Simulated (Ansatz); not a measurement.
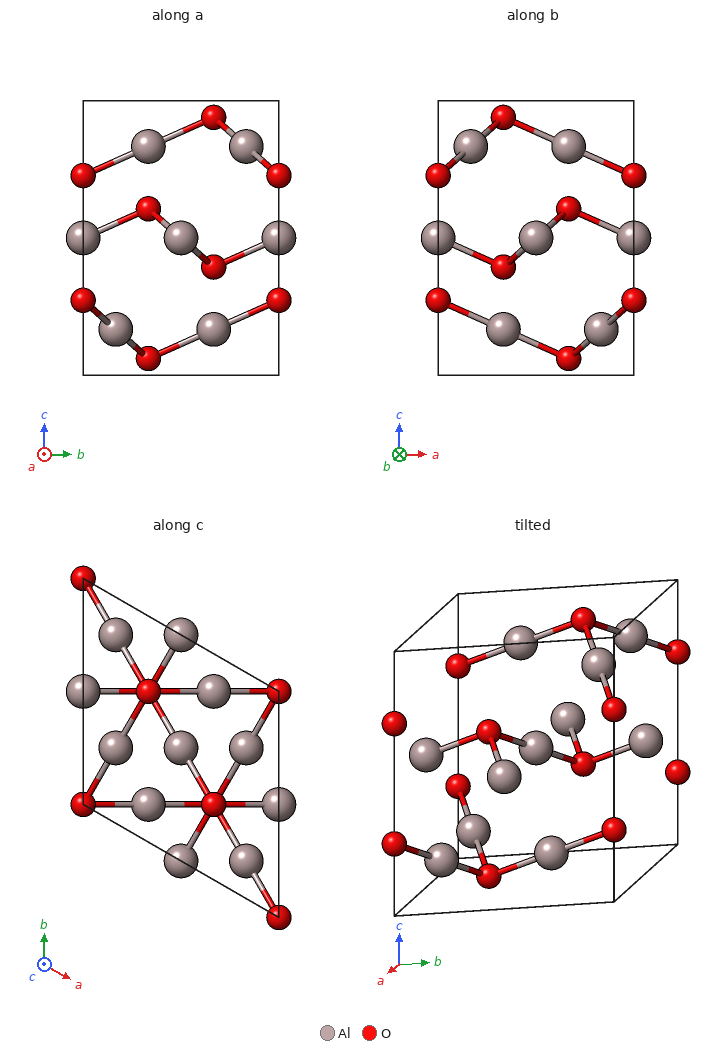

Drawn in the ball-and-stick manner and seen along the a axis, along the b axis, along the c axis and slightly off an axis. The conventional unit cell is drawn as a box.

Lattice parameters: a = 5.922 Å, b = 5.922 Å, c = 7.187 Å, α = 90.00°, β = 90.00°, γ = 120.00°. Put a along x and b in the xy plane.

### Transcribe the picture into a POSCAR file, with free fractional coordinates to two decimals.

```
Al O
1.0
     5.922    0.000    0.000
    -2.961    5.129    0.000
     0.000    0.000    7.187
Al O
9 6
Direct
  0.8333 0.6667 0.1667
  0.3333 0.1667 0.1667
  0.8333 0.1667 0.1667
  0.50 0.00 0.50
  0.00 0.50 0.50
  0.50 0.50 0.50
  0.1667 0.3333 0.8333
  0.6667 0.8333 0.8333
  0.1667 0.8333 0.8333
  0.00 0.00 0.73
  0.00 0.00 0.27
  0.6667 0.3333 0.06
  0.6667 0.3333 0.61
  0.3333 0.6667 0.39
  0.3333 0.6667 0.94
```

Starting structure: a random cell made by a generator, so it need not be a real form of the compound. Earlier steps of the study may have refined or changed the cell and positions. Ansatz was used for an electronic-structure calculation on it.
